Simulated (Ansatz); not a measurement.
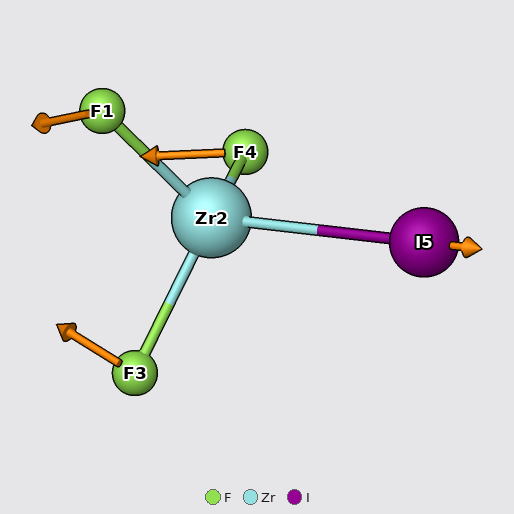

The arrows show one normal mode. Charge 0, singlet. Harmonic vibrations computed with RKS PBE0-D4/def2-TZVP, core potentials on I, Zr (Ansatz 0.2.0) at a stationary point of the same level.

At what wavenumber does it lie?

143 cm⁻¹; it is mode 3 of 9 counted from the lowest.
